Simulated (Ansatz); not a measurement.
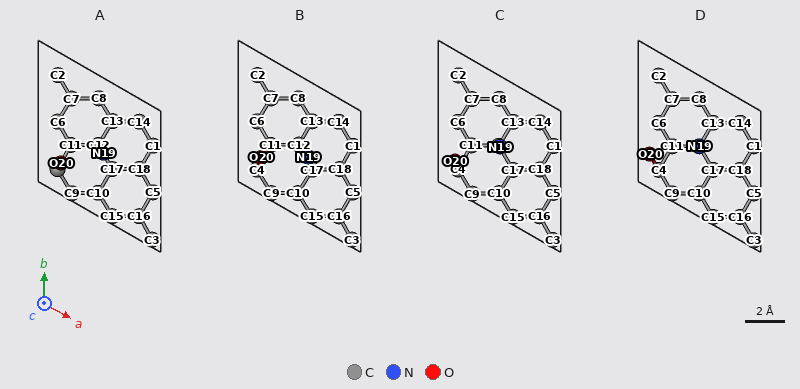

4 geometries from one relaxation of a slab of composition C18NO, in shuffled order. A ball-and-stick model of the cell of the calculation, outlined in the plane, without the vacuum (origin shifted), seen along the c axis.

It is NO on graphene monolayer, set down by a guess. The run prepares an end point of a later path (dissociation) calculation, from a guessed geometry.

Level of theory: DFT LDA, scalar-relativistic, plane waves, PAW (Ansatz 0.2.0). (plane-wave cutoff 420 eV; k-point mesh 2 × 2 × 1; occupations gaussian; smearing width 0.02 eV; collinear spin; atoms relaxed in a fixed cell; force threshold 0.03 eV/Å; at most 60 steps)

Put them in the order of the run, from the start to the converged end.

Answer. D, C, A, B. They are steps 0, 3, 5, 13, at +6.037 eV per cell of the calculation, +2.395 eV per cell of the calculation, +1.240 eV per cell of the calculation relative to the last. Over 12 accepted moves (13 points after the start) the energy falls by 6.037 eV per cell of the calculation. Largest force component: 8.8 eV/Å at the start, 0.024 eV/Å at the end. The line search rejected the trial step at point 8 of the run. The largest moves relative to the layer's centre, 0.74 Å, are those of N19 and O20. N19 goes within the plane. Largest moves by element: N 0.74 Å, O 0.74 Å, C 0.31 Å. The cell stays as it was. Some distances before and after: C3–O20 1.669 → 2.371 Å, C17–N19 2.061 → 1.459 Å, C11–O20 1.669 → 1.430 Å, C12–C17 1.424 → 1.499 Å. New bonds form, among them: C17–N19 (2.06 → 1.46 Å). Among the angles between lasting bonds that change: C3–C4–O20 70.9° → 109.2°, C6–C11–O20 81.8° → 114.6°, C17–C12–N19 90.0° → 59.3°. The run took 76 s on 2 threads of INTEL(R) XEON(R) PLATINUM 8581C CPU @ 2.10GHz (Emerald Rapids) (shared host), peak memory 1 GiB.

Limits of the set-up: the periodic images lie only 7.4 Å apart, so the values are limited by the cell's size.
